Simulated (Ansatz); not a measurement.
## Run report: Si4H10O, geometry relaxation (part 1 of 2)

Si4H10O, computed with RKS PBE0-D4/def2-TZVP (Ansatz 0.2.0).

Figures and captions count atoms from 1; the log counts them from 0 in places.

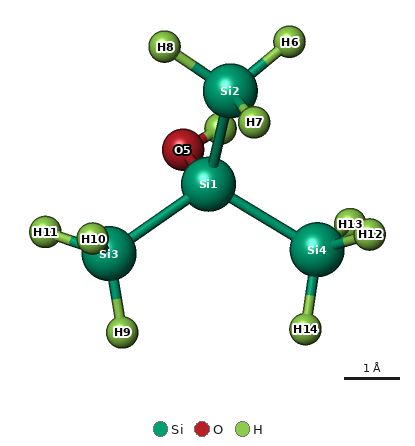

The starting structure (ball-and-stick view, seen at a tilt; atoms are numbered from 1 in the order of the input). Bond lengths as drawn: H–O 0.96 Å, H–Si 1.49 to 1.50 Å, O–Si 1.67 Å and Si–Si 2.35 to 2.36 Å.

Summary

- outcome: converged
- total energy: −33707.9346 eV
- mean-field energy: −33707.5694 eV
- dispersion energy: −0.3651 eV
- SCF solution under orbital rotations: stable
- largest force (length of the vector) at the end: 0.004 eV/Å
- dipole moment: 1.10 D
- hardware: 4 CPU threads, shared host
- wall time: 18 s (CPU time 33 s)
- peak memory: 1 GiB

The input
```yaml
crystal:
  periodic: [false, false, false]
  atoms:
    - {symbol: Si, position_ang: [-0.372546, -0.583934, -0.406933]}
    - {symbol: Si, position_ang: [1.941977, -0.946026, -0.182781]}
    - {symbol: Si, position_ang: [-0.735636, 1.289174, -1.779108]}
    - {symbol: Si, position_ang: [-1.286719, -0.416867, 1.758763]}
    - {symbol: O, position_ang: [-1.086566, -1.856349, -1.216259]}
    - {symbol: H, position_ang: [2.232524, -2.182307, 0.596056]}
    - {symbol: H, position_ang: [2.567456, 0.191023, 0.563092]}
    - {symbol: H, position_ang: [2.631476, -1.040616, -1.497850]}
    - {symbol: H, position_ang: [-1.806390, 2.168114, -1.240537]}
    - {symbol: H, position_ang: [0.513865, 2.081586, -1.925200]}
    - {symbol: H, position_ang: [-1.142156, 0.791499, -3.121510]}
    - {symbol: H, position_ang: [-0.239542, -0.180389, 2.787397]}
    - {symbol: H, position_ang: [-1.921492, -1.736674, 2.052318]}
    - {symbol: H, position_ang: [-2.328664, 0.637257, 1.867999]}
    - {symbol: H, position_ang: [-1.211613, -2.667115, -0.719519]}
basis:
  gaussian: {orbitals: def2-TZVP}
hamiltonian: {xc: pbe0, dispersion: d4}
relax: {f_tol: 0.005, max_steps: 200}
```

Launch command:
```bash
ansatz run in.yaml --threads 4 --pin off --events-out ev --progress --plain --max-ram 66560MiB --backend cuda --devices 0, --max-vram 37GiB
```

Log
```
Functional definition: PBE0
  name "PBE0"
  cite "Adamo & Barone, J. Chem. Phys. 110, 6158 (1999) doi:10.1063/1.478522"
  cite "Perdew, Burke & Ernzerhof, Phys. Rev. Lett. 77, 3865 (1996) doi:10.1103/PhysRevLett.77.3865"
  parent pbe
  parameter a = 0.25
  parameter kappa = 0.804
  parameter beta = 0.06672455060314922
  exchange = (1 - a)*pbe_x(kappa = kappa, mu = beta*pi^2/3) + a*exact_x
  correlation = pbe_c(beta = beta)
1663 factors; their error is unknown
mean field evaluation 1: about -33702.8542 eV, gradient 5.2e1 eV
mean field evaluation 2: about -33692.6777 eV, gradient 9.0e1 eV
mean field evaluation 4: about -33707.3412 eV, gradient 2.6e0 eV
mean field evaluation 8: about -33707.3577 eV, gradient 1.2e-1 eV
mean field evaluation 16: about -33707.4950 eV, gradient 3.7e-4 eV
mean field -33707.49497404 eV, -1238.7275925354 hartree, gradient 3.3e-5 eV, S^2 0.000000; 0 other end points of the search recorded, 0 dependent functions left out
the calculation of the forces begins
reference -33707.49501895 eV, -1238.7275941855 hartree; 37, 37 occupied and 202, 202 virtual orbitals, 1663 factors
relax step   1: F+E_penalty+E_count = -33707.85687492 eV  Δ(F+E_penalty+E_count) = +0.000e0 eV  max|allowed force component| = 1.792e-1 eV/Å  Δτ_max = 0.0000 Å  (29 SCF iters, accepted)
these checks for a lower state are left out or cut short: starts, cluster_reference, orbital_swaps, neighbouring_geometries, increment
1663 factors; their error is unknown
mean field -33707.49591123 eV, -1238.7276269762 hartree, gradient 1.1e-5 eV, S^2 0.000000; 0 other end points of the search recorded, 0 dependent functions left out
[... from here on the field's lines of each further geometry are left out, up to the last ...]
relax step   2: F+E_penalty+E_count = -33707.85863098 eV  Δ(F+E_penalty+E_count) = -1.756e-3 eV  max|allowed force component| = 2.322e-1 eV/Å  Δτ_max = 0.0717 Å  (30 SCF iters, accepted)
relax step   3: F+E_penalty+E_count = -33707.86649113 eV  Δ(F+E_penalty+E_count) = -7.860e-3 eV  max|allowed force component| = 9.183e-2 eV/Å  Δτ_max = 0.0456 Å  (30 SCF iters, accepted)
relax step   4: F+E_penalty+E_count = -33707.88197133 eV  Δ(F+E_penalty+E_count) = -1.548e-2 eV  max|allowed force component| = 7.757e-2 eV/Å  Δτ_max = 0.1698 Å  (28 SCF iters, accepted)
relax step   5: F+E_penalty+E_count = -33707.88776471 eV  Δ(F+E_penalty+E_count) = -5.793e-3 eV  max|allowed force component| = 2.607e-1 eV/Å  Δτ_max = 0.1951 Å  (28 SCF iters, accepted)
relax step   6: F+E_penalty+E_count = -33707.89713476 eV  Δ(F+E_penalty+E_count) = -9.370e-3 eV  max|allowed force component| = 1.270e-1 eV/Å  Δτ_max = 0.0233 Å  (31 SCF iters, accepted)
relax step   7: F+E_penalty+E_count = -33707.91219004 eV  Δ(F+E_penalty+E_count) = -1.506e-2 eV  max|allowed force component| = 5.159e-2 eV/Å  Δτ_max = 0.1622 Å  (28 SCF iters, accepted)
relax step   8: F+E_penalty+E_count = -33707.91786957 eV  Δ(F+E_penalty+E_count) = -5.680e-3 eV  max|allowed force component| = 2.093e-1 eV/Å  Δτ_max = 0.1980 Å  (28 SCF iters, accepted)
relax step   9: F+E_penalty+E_count = -33707.92311004 eV  Δ(F+E_penalty+E_count) = -5.240e-3 eV  max|allowed force component| = 1.462e-1 eV/Å  Δτ_max = 0.0884 Å  (29 SCF iters, accepted)
relax step  10: F+E_penalty+E_count = -33707.92829607 eV  Δ(F+E_penalty+E_count) = -5.186e-3 eV  max|allowed force component| = 3.143e-1 eV/Å  Δτ_max = 0.0740 Å  (30 SCF iters, accepted)
relax step  11: F+E_penalty+E_count = -33707.93042962 eV  Δ(F+E_penalty+E_count) = -2.134e-3 eV  max|allowed force component| = 1.099e-1 eV/Å  Δτ_max = 0.0727 Å  (30 SCF iters, accepted)
relax step  12: F+E_penalty+E_count = -33707.93345076 eV  Δ(F+E_penalty+E_count) = -3.021e-3 eV  max|allowed force component| = 1.059e-2 eV/Å  Δτ_max = 0.0597 Å  (30 SCF iters, accepted)
relax step  13: F+E_penalty+E_count = -33707.93406560 eV  Δ(F+E_penalty+E_count) = -6.148e-4 eV  max|allowed force component| = 4.915e-2 eV/Å  Δτ_max = 0.0638 Å  (30 SCF iters, accepted)
relax step  14: F+E_penalty+E_count = -33707.93427345 eV  Δ(F+E_penalty+E_count) = -2.079e-4 eV  max|allowed force component| = 4.365e-2 eV/Å  Δτ_max = 0.0193 Å  (31 SCF iters, accepted)
relax step  15: F+E_penalty+E_count = -33707.93447208 eV  Δ(F+E_penalty+E_count) = -1.986e-4 eV  max|allowed force component| = 1.656e-2 eV/Å  Δτ_max = 0.0093 Å  (32 SCF iters, accepted)
relax step  16: F+E_penalty+E_count = -33707.93449688 eV  Δ(F+E_penalty+E_count) = -2.480e-5 eV  max|allowed force component| = 1.463e-2 eV/Å  Δτ_max = 0.0120 Å  (31 SCF iters, accepted)
relax step  17: F+E_penalty+E_count = -33707.93453608 eV  Δ(F+E_penalty+E_count) = -3.920e-5 eV  max|allowed force component| = 8.131e-3 eV/Å  Δτ_max = 0.0058 Å  (23 SCF iters, accepted)
relax step  18: F+E_penalty+E_count = -33707.93454036 eV  Δ(F+E_penalty+E_count) = -4.274e-6 eV  max|allowed force component| = 6.730e-3 eV/Å  Δτ_max = 0.0016 Å  (20 SCF iters, accepted)
the calculation of the forces begins
reference -33707.56944569 eV, -1238.7303293178 hartree; 37, 37 occupied and 202, 202 virtual orbitals, 1663 factors
relax step  19: F+E_penalty+E_count = -33707.93454297 eV  Δ(F+E_penalty+E_count) = -2.608e-6 eV  max|allowed force component| = 3.269e-3 eV/Å  Δτ_max = 0.0019 Å  (20 SCF iters, accepted)
```

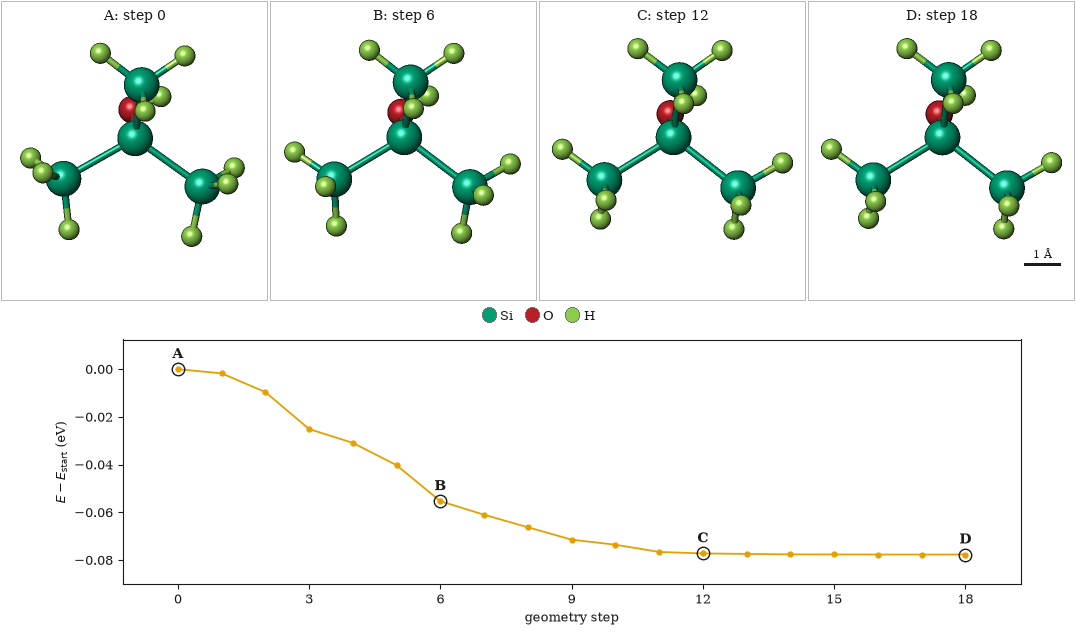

Frames of the relaxation (ball-and-stick view, seen at a tilt) above the curves, on which the letters mark them (the first geometry is step 0 here and step 1 in the log).

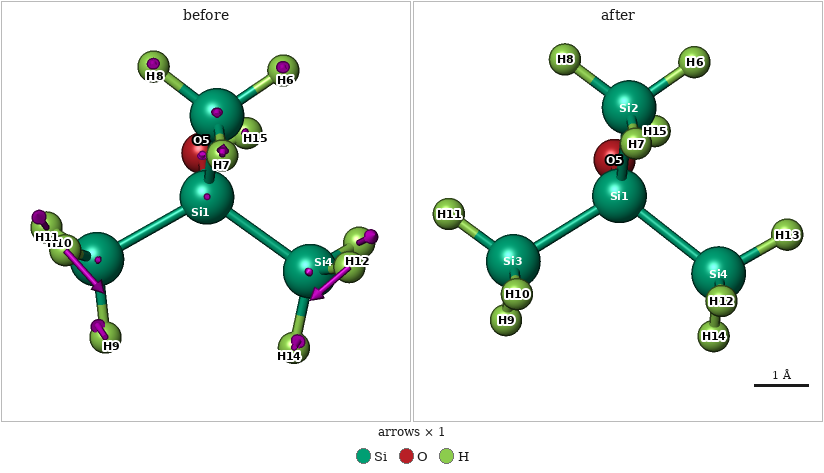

Before (left) and after (right) the relaxation, at one scale (ball-and-stick view, seen at a tilt). The pink arrows give the displacements, at true length. The largest move after the best rigid fit is that of H10, 1.10 Å. Largest moves by element: H 1.10 Å, Si 0.24 Å, O 0.20 Å. Among the contacts that change: Si1–Si3 2.350 → 2.339 Å, Si2–H7 1.497 → 1.489 Å, Si1–Si4 2.357 → 2.349 Å, Si1–Si2 2.353 → 2.349 Å. Among the angles that change: Si3–Si1–Si4 114.8° → 109.0°, Si1–Si4–H13 106.4° → 110.5°, Si1–Si3–H11 107.6° → 111.3°. The energy falls by 0.078 eV in 18 geometry steps. The largest force component goes from 0.18 to 0.0033 eV/Å. (Atoms are counted from 1 in the order of the input.)

```
1663 factors; their error is unknown
mean field -33707.56940035 eV, -1238.7303276519 hartree, gradient 8.5e-5 eV, S^2 0.000000; 1 other end points of the search recorded, 0 dependent functions left out
the calculation of the forces begins
reference -33707.56944569 eV, -1238.7303293178 hartree; 37, 37 occupied and 202, 202 virtual orbitals, 1663 factors
Total energy: -33707.93458830 eV, -1238.7437480612 hartree
Atom 0 at    -0.429024    -0.646662    -0.431954 Å, force     0.001512     0.003269     0.001230 eV/Å
Atom 1 at     1.860025    -1.158009    -0.298755 Å, force    -0.000393     0.000125     0.000142 eV/Å
Atom 2 at    -0.698547     1.322546    -1.664819 Å, force    -0.001292     0.000956    -0.000393 eV/Å
Atom 3 at    -1.197700    -0.287954     1.758848 Å, force    -0.001145     0.000071     0.000128 eV/Å
Atom 4 at    -1.295297    -1.833885    -1.216831 Å, force    -0.000830    -0.001328    -0.000691 eV/Å
Atom 5 at     2.067606    -2.445900     0.422606 Å, force     0.000222     0.000119    -0.000467 eV/Å
Atom 6 at     2.558735    -0.080488     0.454454 Å, force    -0.000133    -0.000645    -0.000055 eV/Å
Atom 7 at     2.474883    -1.276627    -1.649041 Å, force     0.000143    -0.000127     0.000358 eV/Å
Atom 8 at    -2.129392     1.723348    -1.734272 Å, force     0.000987    -0.000644     0.000364 eV/Å
Atom 9 at     0.066625     2.397496    -0.974667 Å, force    -0.000026    -0.000320    -0.000092 eV/Å
Atom 10 at    -0.169187     1.170693    -3.046580 Å, force     0.000193    -0.000455    -0.000311 eV/Å
Atom 11 at    -0.342161     0.738007     2.416012 Å, force     0.000357     0.000342     0.000012 eV/Å
Atom 12 at    -1.116689    -1.546225     2.553972 Å, force     0.000124    -0.000591     0.000029 eV/Å
Atom 13 at    -2.609795     0.182344     1.775167 Å, force     0.000490    -0.000339    -0.000198 eV/Å
Atom 14 at    -1.284107    -2.710311    -0.828214 Å, force    -0.000206    -0.000432    -0.000055 eV/Å
Dipole moment:     0.015558    -0.201837     0.108416 e Å
```

Trajectory as extended XYZ (Å, eV, eV/Å), 14 of the 19 frames kept, from step=1 to step=19
```
15
Properties=species:S:1:pos:R:3:forces:R:3 step=1 energy=-33707.85687
Si   -0.3725   -0.5839   -0.4069    0.1514  -0.1042  -0.0250
Si    1.9420   -0.9460   -0.1828    0.1375   0.1792   0.1249
Si   -0.7356    1.2892   -1.7791   -0.0276  -0.0723  -0.0248
Si   -1.2867   -0.4169    1.7588   -0.0257  -0.0604  -0.0408
O    -1.0866   -1.8563   -1.2163   -0.0763   0.0202  -0.0049
H     2.2325   -2.1823    0.5961   -0.0423  -0.0523  -0.0267
H     2.5675    0.1910    0.5631   -0.1096  -0.0450  -0.0475
H     2.6315   -1.0406   -1.4978   -0.0398  -0.0448  -0.0396
H    -1.8064    2.1681   -1.2405   -0.0071   0.0276   0.0039
H     0.5139    2.0816   -1.9252    0.0118   0.0288   0.0421
H    -1.1422    0.7915   -3.1215    0.0049   0.0211   0.0123
H    -0.2395   -0.1804    2.7874    0.0179   0.0514   0.0007
H    -1.9215   -1.7367    2.0523    0.0060   0.0249   0.0087
H    -2.3287    0.6373    1.8680   -0.0122   0.0194   0.0186
H    -1.2116   -2.6671   -0.7195    0.0110   0.0064  -0.0019
15
Properties=species:S:1:pos:R:3:forces:R:3 step=2 energy=-33707.85863
Si   -0.3473   -0.6094   -0.4129   -0.2322   0.0685  -0.0117
Si    1.9658   -0.9381   -0.1731   -0.0253  -0.0662  -0.0354
Si   -0.7348    1.2721   -1.7660    0.0376  -0.0156  -0.0016
Si   -1.2799   -0.4140    1.7428    0.0478  -0.0218   0.0056
O    -1.1552   -1.8365   -1.2110    0.1528  -0.1489   0.1051
H     2.2326   -2.1882    0.5940    0.0332   0.0166   0.0021
H     2.5514    0.2155    0.5725   -0.0644  -0.0513  -0.0402
H     2.6314   -1.0474   -1.5004    0.0257   0.0037   0.0201
H    -1.8072    2.1533   -1.2316   -0.0104  -0.0157   0.0199
H     0.5120    2.0748   -1.8871    0.0058   0.0295   0.0002
H    -1.1342    0.7871   -3.1145    0.0191   0.0235  -0.0044
H    -0.2302   -0.1491    2.7635   -0.0002   0.0197   0.0283
H    -1.9107   -1.7313    2.0520    0.0164   0.0123   0.0280
H    -2.3254    0.6377    1.8555   -0.0044   0.0080  -0.0291
H    -1.2123   -2.6782   -0.7478   -0.0014   0.1377  -0.0870
15
Properties=species:S:1:pos:R:3:forces:R:3 step=4 energy=-33707.88197
Si   -0.3834   -0.6249   -0.4250   -0.0082  -0.0291  -0.0247
Si    1.9268   -0.9795   -0.2007   -0.0010  -0.0031  -0.0046
Si   -0.7233    1.2837   -1.7473   -0.0129  -0.0051   0.0028
Si   -1.2662   -0.3954    1.7469   -0.0113  -0.0047  -0.0062
O    -1.1602   -1.8641   -1.2300    0.0238  -0.0292   0.0776
H     2.2148   -2.2160    0.5800   -0.0013  -0.0032  -0.0019
H     2.5001    0.1826    0.5339   -0.0019  -0.0024   0.0003
H     2.6044   -1.0899   -1.5213    0.0011  -0.0059  -0.0036
H    -1.8722    2.0949   -1.2612    0.0005  -0.0061  -0.0103
H     0.4980    2.1338   -1.7237   -0.0017   0.0146   0.0164
H    -0.9865    0.8545   -3.1470    0.0136   0.0142   0.0011
H    -0.2124    0.0117    2.7166   -0.0056   0.0172  -0.0068
H    -1.7957   -1.7267    2.1636    0.0205   0.0020   0.0140
H    -2.3825    0.5859    1.8143    0.0001   0.0010  -0.0029
H    -1.2058   -2.7022   -0.7632   -0.0157   0.0397  -0.0510
```
